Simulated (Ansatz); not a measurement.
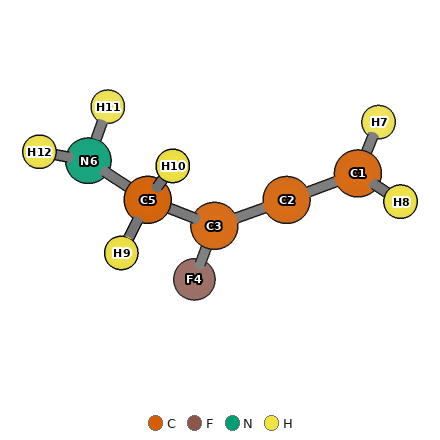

The system is C₄H₆FN, SMILES C=C=C(F)CN; the picture shows the reference structure. First axis: angle C1–C2–C3 (carried through 180). Second axis: change of the bonds C2–C1, C2–C3, all alike. Nothing is relaxed (all other coordinates rigid). The scan uses a 15 × 15 grid. Points are written as (first, second). All energies are given in kcal/mol relative to the lowest grid point. Computed with RKS PBE-D4/def2-SVP (Ansatz 0.2.0).

Its coordinates:

```tsv
atom	x (Å)	y (Å)	z (Å)
C	0.4261	-2.2500	-1.1872
C	-0.1710	-1.2006	-0.6624
C	-0.7418	-0.1477	-0.0984
F	-2.0012	0.2221	-0.4371
C	-0.0971	0.7503	0.9233
N	0.0653	2.1044	0.4018
H	1.0238	-2.1775	-2.1147
H	0.3494	-3.2530	-0.7276
H	-0.7836	0.7980	1.7983
H	0.8335	0.2395	1.2772
H	0.8206	2.1203	-0.2954
H	0.3530	2.7390	1.1561
```

Range: angle C1–C2–C3 (carried through 180) from 140.0 to 220.0°; change of the bonds C2–C1, C2–C3, all alike from −0.145 to 0.224 Å.

Predict the map.

The lowest grid point is at (180.0°, 0.013 Å). No other kind of well shows on this grid. The highest grid point, (220.0°, −0.145 Å), lies 59.8 kcal/mol above the lowest. Round the minimum the two coordinates are nearly uncoupled.

```tsv
second ↓, first →	140.0	145.7	151.4	157.1	162.9	168.6	174.3	180.0	185.7	191.4	197.1	202.9	208.6	214.3	220.0
0.224	52.5	51.4	50.6	50.0	49.6	49.4	49.3	49.3	49.5	49.8	50.2	50.8	51.5	52.4	53.6
0.198	44.2	42.9	41.9	41.2	40.7	40.4	40.2	40.3	40.5	40.8	41.3	42.0	42.9	44.0	45.3
0.172	36.5	35.0	33.8	32.9	32.3	31.9	31.7	31.8	32.0	32.4	33.0	33.8	34.8	36.1	37.7
0.145	29.2	27.4	26.1	25.0	24.3	23.8	23.6	23.6	23.9	24.3	25.0	26.0	27.2	28.6	30.4
0.119	23.0	21.0	19.5	18.3	17.4	16.9	16.6	16.6	16.9	17.4	18.2	19.3	20.6	22.3	24.3
0.092	17.7	15.4	13.7	12.3	11.3	10.7	10.3	10.3	10.6	11.2	12.1	13.3	14.9	16.7	19.0
0.066	13.7	11.3	9.3	7.8	6.6	5.9	5.5	5.5	5.8	6.5	7.5	8.8	10.5	12.6	15.1
0.040	11.2	8.5	6.3	4.6	3.3	2.4	2.0	2.0	2.3	3.0	4.2	5.7	7.6	9.8	12.6
0.013	10.3	7.3	4.9	3.0	1.5	0.6	0.1	0.0	0.4	1.2	2.4	4.1	6.2	8.7	11.7
−0.013	11.4	8.1	5.5	3.3	1.7	0.7	0.1	0.0	0.4	1.3	2.6	4.5	6.8	9.5	12.8
−0.040	14.9	11.3	8.4	6.0	4.2	3.1	2.4	2.3	2.7	3.7	5.2	7.2	9.7	12.7	16.2
−0.066	20.8	16.9	13.8	11.2	9.3	7.9	7.2	7.1	7.6	8.6	10.2	12.4	15.1	18.3	22.1
−0.092	29.7	25.5	22.1	19.3	17.2	15.7	14.9	14.8	15.3	16.4	18.1	20.4	23.3	26.8	31.0
−0.119	42.5	38.0	34.2	31.3	28.9	27.4	26.5	26.3	26.8	28.0	29.8	32.3	35.5	39.2	43.7
−0.145	58.7	53.9	49.9	46.7	44.2	42.5	41.5	41.3	41.8	43.1	45.0	47.7	51.1	55.1	59.8
```

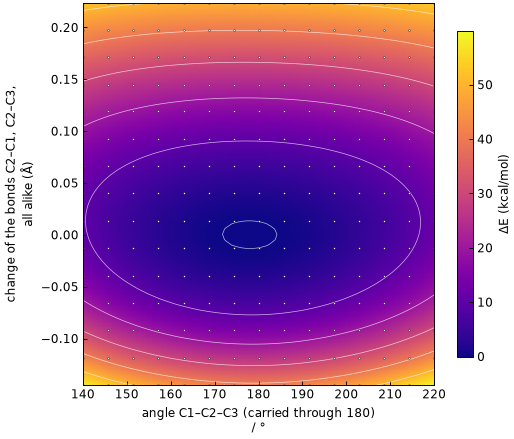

Drawn: a smooth colour map with a few white contour lines, dots at the grid points. Between grid points the surface is interpolated.

Time for the 225 points that were run: 27 min on 1 thread of Arm Neoverse N1, on a shared host.
